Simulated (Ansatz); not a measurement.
The starting structures come from a database of crystals and need not be the phases stable at ambient conditions.

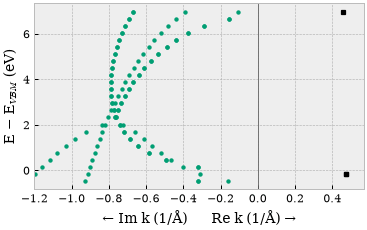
Figure. Complex bands at the centre of the two-dimensional zone; Ansatz (an electronic-structure program) with r2SCAN

The gap is the functional's own. No spin-orbit coupling. Mid-gap values are interpolated on the energy grid.

Task: This is NaBH4 (P4_2/nmc, not sure to be the ambient phase, 12 atoms a cell, 8.6 Å³ an atom) along the normal of (001). Read off the slowest decay at the centre of the two-dimensional zone at 3.25 eV, the computed energy nearest the middle of the gap.

Result: κ ≈ 0.72 1/Å, a decay length 1/(2κ) of the density of 0.70 Å.
